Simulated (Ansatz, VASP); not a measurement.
**AgRu in two plane-wave programs**

Aim: how closely do two programs agree when they are given the same cell, functional and k mesh? The cell is invented: As first built, before any earlier steps moved the atoms (in the runner's words): it takes the AgPd structure with some of its atoms replaced by other elements, volume scaled by an estimate. It may not be a known or stable phase. The cell is taken from a series of VASP runs on this material, whose earlier steps may have relaxed, scaled or displaced it; both programs get it as it stands. Valence electrons are named where the data sets of a main pair hold unlike numbers.

Calculated with Ansatz 0.2.0; plane waves, with VASP 6.6.1 beside it; band structure at r2SCAN and band structure at r2SCAN, spin-orbit coupling.

## Step 1: Starting point

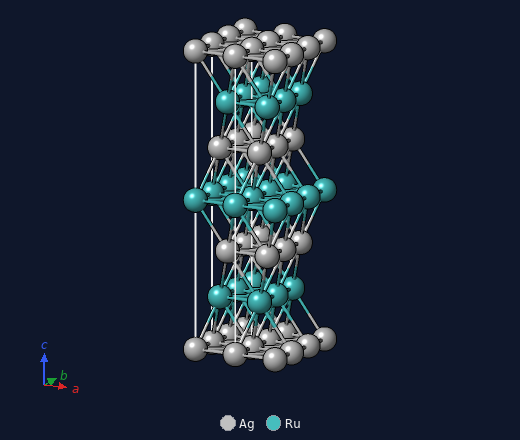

Start, viewed slightly off an axis; silver light grey, ruthenium teal. 2×3×1 cells are drawn. This picture shows the conventional cell, with its axes. Some periodic images of atoms are drawn too.

## Step 2: Ansatz: band structure, r2SCAN

Ansatz runs on its default PAW (the set named soft_2) files.

With cell and atoms fixed, the geometry can't cause a difference; cores, projectors, grids and the points listed under the comparison can.

File input.yaml:

```yaml
crystal:
  lattice:
    - [1.3629023282, 0.7868723539, 4.7198130342]
    - [-1.3629023282, 0.7868723539, 4.7198130342]
    - [0.0, -1.5737436974, 4.7198130286]
  atoms:
    - { symbol: Ag, position: [0.0, 0.0, 0.0] }
    - { symbol: Ru, position: [0.5, 0.5, 0.5] }
hamiltonian:
  xc: r2scan
  pseudopotentials: { kind: paw }
kpoints:
  mp_grid: { grid: [8, 8, 8] }
  band_path:
    path:
      - [0.0, 0.0, 0.0]
      - [0.13333, 0.0, 0.0]
      - [0.3, 0.0, 0.0]
      - [0.46667, 0.0, 0.0]
      - [0.5, 0.03704, -0.03704]
      - [0.5, 0.09877, -0.09877]
      - [0.5, 0.1605, -0.1605]
      - [0.77283, 0.5, 0.22717]
      - [0.6679, 0.5, 0.3321]
      - [0.56296, 0.5, 0.43704]
      - [0.46667, 0.46667, 0.46667]
      - [0.3, 0.3, 0.3]
      - [0.13333, 0.13333, 0.13333]
      - [0.0, 0.0, 0.0]
      - [0.1142, 0.0, -0.1142]
      - [0.20556, 0.0, -0.20556]
      - [0.31976, 0.0, -0.31976]
      - [0.62592, 0.37408, 0.0]
      - [0.57345, 0.42655, 0.0]
      - [0.52099, 0.47901, 0.0]
      - [0.52099, 0.52099, 0.02469]
      - [0.57345, 0.57345, 0.08642]
      - [0.62592, 0.62592, 0.14816]
      - [0.64691, 0.64691, 0.20618]
      - [0.59444, 0.59444, 0.31112]
      - [0.54197, 0.54197, 0.41605]
      - [0.5, 0.0, 0.0]
      - [0.60493, 0.1142, 0.1142]
      - [0.70987, 0.2284, 0.2284]
      - [0.8148, 0.3426, 0.3426]
    npoints: 1
scf:
  occupations: { method: methfessel_paxton, width: 0.2 }
  n_extra_bands: 7
output:
  forces: true
  stress: true
  eigenvalues: true
```

Run with:

```
ansatz run input.yaml --threads 2 --pin off --max-ram 4608MiB --backend cpu --events-out ev --progress --plain --runs-dir out
```

Numbers of over 12 decimals in the logs are rounded to 6 here.

Output:

```text
basis.fft_grid_basis auto: the FFT boxes are laid along the combinations [[1, 0, -1], [0, 1, -1], [0, 0, 1]] of the cell's own vectors, 2.726, 2.726 and 4.975 Å long. The dense box has 20×20×40 points. Along the cell's own vectors, as sized, it would have 40×40×40, 4.00 times as many. Of the 12 symmetry operations that the crystal satisfies within crystal.symmetry.tolerance (time reversal apart; of a slab, those that [...]
scf.n_extra_bands = 7 over 18 filled bands (N_el = 35.0): the run solves 25 bands
Engine: ansatz 0.2.0, aarch64-unknown-linux-gnu
Pseudopotentials: kind: paw
Pseudopotential: Ag, paw, valence charge 19, recommended cutoff 500 eV (meta_gga), Ag.paw.azcp
Pseudopotential: Ru, paw, valence charge 16, recommended cutoff 500 eV (meta_gga), Ru.paw.azcp
Functional definition: r2SCAN
  parameter k0 = 0.174
  parameter k1 = 0.065
  parameter a1 = 4.9479
  exchange = r2scan_x(k0 = k0, k1 = k1, a1 = a1)
  correlation = r2scan_c
Crystal: 2 atoms, lattice volume = 30.370 Å³
Basis set: ecut = 500 eV, 767 PW (Γ), FFT grids on a1−a3, a2−a3, a3, exchange–correlation on 80×80×160 points (64 copies of the dense FFT grid, shifted against one another)
Bands: 25, of which v1, the nominal top of the filled ones, is band 18 counted from 1 (17 counted from 0)
Symmetry: 12 space group operations
Space group: R-3m (ITA 166), of the structure as read, at distance tolerance 3.1e-5 Å
k-points: 65 of 512
Non-local potential: Ag, projectors of the file, l = 0: 3, l = 1: 2, l = 2: 2, l = 3: 1
Non-local potential: Ru, projectors of the file, l = 0: 3, l = 1: 2, l = 2: 2, l = 3: 1
PAW form: soft (Blöchl's): semilocal exchange-correlation on the pseudo side does not see the compensation charge
PAW frozen core: Ag, regenerated for the run's functional (the file was generated under x = pbe(κ = 0.804, μ = 0.219515), c = pbe(β = 0.066725))
PAW frozen core: Ru, regenerated for the run's functional (the file was generated under x = pbe(κ = 0.804, μ = 0.219515), c = pbe(β = 0.066725))
PAW one-centre angular grid: Ag, 590 points (default); XC on 160 Gauss nodes
PAW one-centre angular grid: Ru, 590 points (default); XC on 160 Gauss nodes
Initial density: superposition of atomic densities (neutral atoms: chi_scale 0, normalization atom), corrected by the library's trained network
Initial wavefunctions: pseudopotential atomic-orbital guess
Functional: x = r2scan, c = r2scan; τ floored in thin density (d = 2e-4 eV/Å³)
SCF iter   1: F=—  HF=-13493.417357 eV  |F-HF|=—  |Δ(HF+E_count)|=         —  Δρ=1.11e-2  dr2=2.02e-2  dr2_τ=5.86e-3  ethr=1.77e-3  ⟨swp⟩=4.6  Hψ=6340  notcnv=0  defer=7
preconditioner: auto → Kerker (q_TF=auto, 2.794 Å⁻¹)  [metal: Δε(μ)=0.022 eV  Ē_g=13.545 eV  σ=0.200 eV  W_gap=0.09  n_scr=10 (ndim 8)  ℏωp=29.4 eV  f_vac=0.000  D(μ)=3.16/eV (n_scr^D=36)]
SCF iter   2: F=—  HF=-13493.424401 eV  |F-HF|=—  |Δ(HF+E_count)|=   7.04e-3  S|Δr|=    0.00e0  Δρ=6.28e-3  dr2=5.30e-3  dr2_τ=5.03e-4  ethr=5.77e-5  ⟨swp⟩=2.5  Hψ=2948  notcnv=0  defer=9
SCF iter   3: F=—  HF=-13493.424822 eV  |F-HF|=—  |Δ(HF+E_count)|=   4.21e-4  S|Δr|=    0.00e0  Δρ=1.90e-3  dr2=8.06e-4  dr2_τ=1.23e-4  ethr=1.51e-5  ⟨swp⟩=1.4  Hψ=1800  notcnv=0  defer=9
SCF iter   4: F=—  HF=-13493.424915 eV  |F-HF|=—  |Δ(HF+E_count)|=   9.29e-5  S|Δr|=    0.00e0  Δρ=3.80e-4  dr2=2.97e-5  dr2_τ=4.47e-6  ethr=2.30e-6  ⟨swp⟩=2.3  Hψ=1989  notcnv=0  defer=9
SCF iter   5: F=—  HF=-13493.424945 eV  |F-HF|=—  |Δ(HF+E_count)|=   3.00e-5  S|Δr|=    0.00e0  Δρ=1.43e-4  dr2=4.59e-6  dr2_τ=2.18e-7  ethr=8.48e-8  ⟨swp⟩=2.4  Hψ=2387  notcnv=0  defer=9
SCF iter   6: F=—  HF=-13493.424952 eV  |F-HF|=—  |Δ(HF+E_count)|=   7.03e-6  S|Δr|=    0.00e0  Δρ=4.25e-5  dr2=2.65e-7  dr2_τ=3.22e-8  ethr=1.31e-8  ⟨swp⟩=2.0  Hψ=2133  notcnv=0  defer=9
SCF iter   7: F=-13493.424952 eV  HF=-13493.424952 eV  |F-HF|=5.24e-8  |Δ(HF+E_count)|=   7.06e-7  S|Δr|=    0.00e0  Δρ=1.47e-5  dr2=2.77e-8  dr2_τ=2.30e-9  ethr=2.86e-10  ⟨swp⟩=8.7  Hψ=7661  notcnv=0
SCF 1 converged in 7 iterations: F = -13493.424952 eV  dr2 = 2.77e-8
  greatest PAW one-centre occupation: 1.000 electrons in one spin orbital (limit 2), on the Ag atom at site 0 (counted from 0), in its partial waves of l = 1
NSCF: frozen V_eff on 30 k-points
SCF converged after 7 iterations
Stability not checked: this state was not tested for a lower state beside it, because cold or Methfessel-Paxton smearing, or corrected tetrahedra, fill the levels in a way that the test cannot read (fill_not_monotonic; see scf.lower_state_search)
Free energy (F): -13493.424952 eV
Harris-Foulkes:  -13493.424952 eV  (|F-HF|=5.24e-8)
Internal energy: -13493.425955 eV  (E = F + TS)
E sigma→0 (E₀):  -13493.425203 eV
Entropy (-TS):   0.001003 eV (0.501 meV/atom)
Fermi energy:    20.022379 eV
--- Per-component energies (eV) ---
  E_band       = -318.240790
  E_kinetic    = 1041.734376
  E_local      = -3446.826978  (includes V_loc(G=0)·N_el)
  E_nonlocal   = 425.106543
  E_hartree    = 1403.999133
  E_xc         = -362.219662
  E_vxc        = -529.065702  (∫ρ·V_xc dr)
  E_paw        = -7400.851789  (= ΣΔE_a)
  E_vpaw       = -654.842062  (= ΣTr[D̂ρ^β])
  E_aug_tail   = 0.000155  (compensation charges beyond the density's cutoff)
  E_vtau       = 37.656854  (kinetic-family band-sum trace: ∫τ·v_τ [+ j·A + Jᵃ·Aᵃ] dr)
  E_ewald      = -5153.547467
  E_core_change = -0.820266  (= ΣΔE_core)
  E_smearing   = 0.001003  (= −TS)
  E_closure    = -0.000000  (closes the sum)
  Σ components = -13493.424952   (vs F -13493.424952, Δ=0.00e0)
--- Forces (eV/Å), atoms counted from 1 ---
  atom   1  Ag    -0.00000000     0.00000000     0.00000000
  atom   2  Ru     0.00000000     0.00000000     0.00000000
  max |Σ_I F_I| component: 3.37e-29 eV/Å
--- Stress (GPa, compression-positive) ---
       -0.188841       0.000000      -0.000000
        0.000000      -0.188841       0.000000
        0.000000       0.000000       0.013972
  P = ⅓ Tr σ = -0.1212 GPa (-1.212 kbar)
--- Band table (eV; the first three rows and the last of 65) ---
  k-point 0: bands = [... 14 lower, 16.1605, 18.4712, 18.4712, 19.7994, 20.7212, 20.7212, 26.2851, 35.9576, ... 3 higher]
  k-point 1: bands = [... 14 lower, 16.4574, 18.0883, 18.7393, 18.8818, 20.5711, 22.3469, 26.4080, 36.4060, ... 3 higher]
  k-point 2: bands = [... 14 lower, 16.5318, 17.6090, 18.4123, 20.0216, 20.2118, 24.2401, 27.3521, 33.0937, ... 3 higher]
  k-point 64: bands = [... 14 lower, 16.2101, 17.0565, 18.2689, 18.2689, 20.4805, 20.4805, 32.1411, 33.8507, ... 3 higher]
```

It took 4.5 s on 2 threads of Arm Neoverse V2, shared host; peak memory 0.4 GiB; 8.2 s of CPU time.

In the SCF lines HF is the Harris–Foulkes energy and dr2 the Hartree energy of the density residual, in eV; the loop may stop once dr2 is under the threshold and the program's other checks hold. Hψ counts applications of the Hamiltonian.

## Step 3: VASP: band structure, r2SCAN

The same cell, functional, mesh and smearing now go to VASP, with its own data sets.

Lines of VASP's logs that name or quote its potential files are left out, and so is its time.

File INCAR:

```
SYSTEM = AgRu
PREC = Accurate
ENCUT = 400
EDIFF = 1E-06
NELM = 100
ISMEAR = 1
SIGMA = 0.2
LREAL = .FALSE.
ALGO = Normal
METAGGA = R2SCAN
LASPH = .TRUE.
NBANDS = 24
LORBIT = 11
LWAVE = .FALSE.
LCHARG = .FALSE.
```

File POSCAR:

```
AgRu
1.0
    1.3629023282      0.7868723539      4.7198130342
   -1.3629023282      0.7868723539      4.7198130342
    0.0000000000     -1.5737436974      4.7198130286
Ag Ru
1 1
Direct
    0.0000000000      0.0000000000      0.0000000000
    0.5000000000      0.5000000000      0.5000000000
```

File KPOINTS:

```
Automatic mesh
0
Gamma
8 8 8
0 0 0
```

File KPOINTS_OPT:

```
Line mode
16
Line-mode
Reciprocal
  0.00000000   0.00000000   0.00000000 GAMMA
  0.50000000   0.00000000   0.00000000 L

  0.50000000   0.00000000   0.00000000 L
  0.50000000   0.18519632  -0.18519632 B1

  0.81480368   0.50000000   0.18519632 B
  0.50000000   0.50000000   0.50000000 Z

  0.50000000   0.50000000   0.50000000 Z
  0.00000000   0.00000000   0.00000000 GAMMA

  0.00000000   0.00000000   0.00000000 GAMMA
  0.34259816   0.00000000  -0.34259816 X

  0.65740184   0.34259816   0.00000000 Q
  0.50000000   0.50000000   0.00000000 F

  0.50000000   0.50000000   0.00000000 F
  0.65740184   0.65740184   0.18519632 P1

  0.65740184   0.65740184   0.18519632 P1
  0.50000000   0.50000000   0.50000000 Z

  0.50000000   0.00000000   0.00000000 L
  0.81480368   0.34259816   0.34259816 P
```

Potentials, in the order of the species: Ag and Ru_pv (PBE family, release 64).

Run with:

```
mpirun -np 1 vasp_std
```

Output:

```text
[banner, memory and clock lines left out]
running    1 mpi-ranks, on    1 nodes
 distrk:  each k-point on    1 cores,    1 groups
 distr:  one band on    1 cores,    1 groups

 POSCAR found type information on POSCAR AgRu
 POSCAR found :  2 types and       2 ions
|                                                                             |
|               ----> ADVICE to this user running VASP <----                  |
|                                                                             |
|     You enforced a specific xc type in the INCAR file but a different       |
|     [... a line on the potential file left out ...]
|     I HOPE YOU KNOW WHAT YOU ARE DOING!                                     |
|                                                                             |

 LDA part: xc-table for (None), standard interpolation
 POSCAR, INCAR and KPOINTS ok, starting setup
 FFT: planning ... GRIDC
 FFT: planning ... GRID_SOFT
 FFT: planning ... GRID
 WAVECAR not read
 entering main loop
       N       E                     dE             d eps       ncg     rms          rms(c)
DAV:   1     0.140208540455E+03    0.14021E+03   -0.11917E+04  3200   0.883E+02
DAV:   2    -0.503849295715E+02   -0.19059E+03   -0.18407E+03  3736   0.287E+02
DAV:   3    -0.544049240165E+02   -0.40200E+01   -0.40034E+01  3464   0.458E+01
DAV:   4    -0.544242449035E+02   -0.19321E-01   -0.19319E-01  3416   0.328E+00
DAV:   5    -0.544244735919E+02   -0.22869E-03   -0.22869E-03  3688   0.348E-01    0.147E+01
DAV:   6    -0.456379850331E+02    0.87865E+01   -0.10071E+01  3416   0.308E+01    0.803E+00
DAV:   7    -0.455797394238E+02    0.58246E-01   -0.52624E-01  3264   0.750E+00    0.308E+00
DAV:   8    -0.455713829095E+02    0.83565E-02   -0.95807E-02  3368   0.220E+00    0.188E+00
DAV:   9    -0.455688815245E+02    0.25014E-02   -0.26404E-02  3480   0.148E+00    0.269E-01
DAV:  10    -0.455689004909E+02   -0.18966E-04   -0.34262E-03  3536   0.569E-01    0.674E-02
DAV:  11    -0.455689470063E+02   -0.46515E-04   -0.30877E-04  3448   0.131E-01    0.467E-02
DAV:  12    -0.455689547316E+02   -0.77254E-05   -0.55437E-05  3504   0.658E-02    0.796E-03
DAV:  13    -0.455689550174E+02   -0.28572E-06   -0.43658E-06  3544   0.143E-02
   1 F= -.45568955E+02 E0= -.45569273E+02  d E =0.952795E-03
 Start KPOINTS_OPT (optional k-point list driver)
k-point batch [1-65\144]
       N       E                     dE             ncg
DAV:   1     0.701452862200E+04   -0.30293E+05     3152
DAV:   2    -0.539289420674E+04   -0.12407E+05     3848
DAV:   3    -0.566575692381E+04   -0.27286E+03     3536
DAV:   4    -0.566723688576E+04   -0.14800E+01     3416
DAV:   5    -0.566725950082E+04   -0.22615E-01     3536
DAV:   6    -0.566725998213E+04   -0.48131E-03     3608
DAV:   7    -0.566725999362E+04   -0.11492E-04     3448
DAV:   8    -0.566725999392E+04   -0.30623E-06     2224
[...]
k-point batch [131-144\144]
       N       E                     dE             ncg
DAV:   1     0.461900412444E+05   -0.12123E+05      672
DAV:   2     0.435159186451E+05   -0.26741E+04      808
DAV:   3     0.434605232827E+05   -0.55395E+02      720
DAV:   4     0.434602286449E+05   -0.29464E+00      760
DAV:   5     0.434602239455E+05   -0.46994E-02      728
DAV:   6     0.434602238355E+05   -0.11007E-03      832
DAV:   7     0.434602238326E+05   -0.28678E-05      688
DAV:   8     0.434602238325E+05   -0.70955E-07      480
```

Parts of OUTCAR (step 3):

```text
ion  position               nearest neighbor table
   1  0.000  0.000  0.000-   2 2.84   2 2.84   2 2.84   2 2.84   2 2.84   2 2.84
   2  0.500  0.500  0.500-   1 2.84   1 2.84   1 2.84   1 2.84   1 2.84   1 2.84

  LATTYP: Found a trigonal (rhomboedric) cell.
 ALAT       =     4.9752694334
 COS(alpha) =     0.8499188114

 Subroutine GETGRP returns: Found 12 space group operations
 (whereof 12 operations were pure point group operations)

The static configuration has the point symmetry D_3d.

 Found     65 irreducible k-points:

   k-points           NKPTS =     65   k-points in BZ     NKDIM =     65   number of bands    NBANDS=     24

   dimension x,y,z NGX =    32 NGY =   32 NGZ =   32
   dimension x,y,z NGXF=    64 NGYF=   64 NGZF=   64

   ENCUT  =  400.0 eV  29.40 Ry    5.42 a.u.   8.11  8.11  8.11*2*pi/ulx,y,z

   NELECT =      25.0000    total number of electrons

 k-points in reciprocal lattice and weights: Automatic mesh
   0.00000000  0.00000000  0.00000000       0.002
   0.12500000  0.00000000 -0.00000000       0.012
   0.25000000  0.00000000 -0.00000000       0.012
   0.37500000  0.00000000 -0.00000000       0.012
   0.50000000  0.00000000 -0.00000000       0.006
   0.12500000  0.12500000 -0.00000000       0.012
   0.25000000  0.12500000 -0.00000000       0.023
   0.37500000  0.12500000 -0.00000000       0.023
   0.50000000  0.12500000 -0.00000000       0.023
[...]
-0.37500000  0.50000000  0.37500000       0.012
   0.50000000  0.50000000  0.50000000       0.002

 average (electrostatic) potential at core
       1 -74.0900       2 -74.3064

 E-fermi :  10.2448

 k-point     1 :       0.0000    0.0000    0.0000
  band No.  band energies     occupation
    ...
      9       6.2448      2.00000
     10       6.3773      2.00000
     11       8.6926      2.00000
     12       8.6926      2.00000
     13      10.0075      2.07045
     14      10.9459     -0.00001
     15      10.9459     -0.00001
     16      16.4972      0.00000
     17      19.3447      0.00000
     18      26.4212      0.00000
    ...

 k-point     2 :       0.1250    0.0000   -0.0000
  band No.  band energies     occupation
    ...
      9       6.2245      2.00000
     10       6.6739      2.00000
     11       8.3074      2.00000
     12       8.9574      2.00000
     13       9.1033      2.00000
     14      10.7958     -0.00069
     15      12.5627     -0.00000
     16      16.6207      0.00000
     17      19.3448      0.00000
     18      26.8128      0.00000
    ...

 k-point     3 :       0.2500    0.0000   -0.0000
  band No.  band energies     occupation
    ...
      9       6.1760      2.00000
     10       6.7480      2.00000
     11       7.8273      2.00000
     12       8.6319      2.00000
     13      10.2440      1.00744
     14      10.4362     -0.04006
     15      14.4538      0.00000
     16      17.5631      0.00000
     17      19.3449      0.00000
     18      23.3370      0.00000
    ...

  Total       -0.0000329     -0.0000329     -0.0052338     -0.0000000     -0.0000000      0.0000000
  in kB       -0.0017375     -0.0017375     -0.2761100     -0.0000000     -0.0000000      0.0000000
  external PRESSURE =      -0.0931950 kB  Pullay stress =       0.0000000 kB

  energy-cutoff  :      400.00
  volume of cell :       30.37
      direct lattice vectors                 reciprocal lattice vectors
     1.362902328  0.786872354  4.719813034     0.366864147  0.211809116  0.070624251
    -1.362902328  0.786872354  4.719813034    -0.366864147  0.211809116  0.070624251
     0.000000000 -1.573743697  4.719813029     0.000000000 -0.423618233  0.070624297

 POSITION                                       TOTAL-FORCE (eV/Angst)
 -----------------------------------------------------------------------------------
      0.00000      0.00000      0.00000         0.000000      0.000000      0.000000
      0.00000      0.00000      7.07972        -0.000000     -0.000000     -0.000000
 -----------------------------------------------------------------------------------
    total drift:                               -0.000000      0.000000      0.000000

  FREE ENERGIE OF THE ION-ELECTRON SYSTEM (eV)
  ---------------------------------------------------
  free  energy   TOTEN  =       -45.5689550174 eV

  energy  without entropy=      -45.5699078127  energy(sigma->0) =      -45.56927262

 total charge
# of ion       s       p       d       tot
------------------------------------------
    1        0.484   0.436   9.145  10.065
    2        0.356   6.204   5.948  12.508
--------------------------------------------------
tot          0.840   6.640  15.093  22.573

[... 3 further parts left out ...]
```

This run has no spin polarisation. Its electron count is odd, so without a moment it is a metal by construction. The k-mesh is coarse for a metal. Spin-orbit coupling is off here; it would split degenerate levels. The PAW data sets were made with PBE, which is usual practice but a small mismatch for other functionals.

## Step 4: Side by side

Known differences besides the potentials themselves: VASP keeps PBE cores, Ansatz makes them for the functional; the data sets hold 35 valence electrons in Ansatz (on its default PAW (the set named soft_2) files) and 25 in VASP; the cutoff is 500 eV in Ansatz and 400 eV in VASP. Total energies have different zeros and are not compared.

The two programs side by side:

```
                                        quantity  Ansatz   VASP  difference
                                  pressure (GPa)   -0.12  -0.01       -0.11
pressure without Ansatz's Pulay correction (GPa)   -0.24  -0.01       -0.23
```

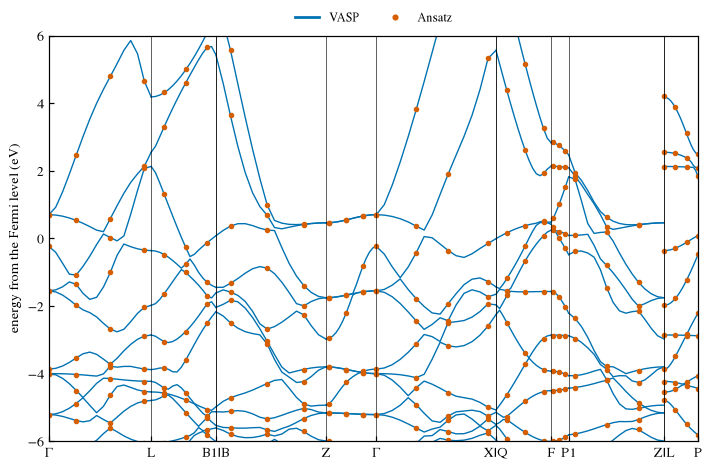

Bands from VASP (lines) and levels from Ansatz (dots). Dots without a line are higher empty bands that the VASP plot leaves out.

Levels from 3 eV below to 2 eV above the Fermi level differ by 6 meV r.m.s. and 15 meV at most; each VASP level is matched to the nearest of Ansatz, which flatters the figure a little. Ansatz's pressure holds a Pulay correction of 0.11 GPa; VASP's holds none.

[end of part 1 of 2]

[Lines on the potential files, build, host, timing and source positions are cut from VASP's logs without a mark.]

[Logs are printed without paths, hosts, clocks, repeated set-up lines and the standing remarks that a program may print on its own settings, such as how far it seeks lower states.]

[Hosts, paths, dates, database ids (printed as entryN), source tags and the programs' standing remarks are cut or masked in the printed files.]
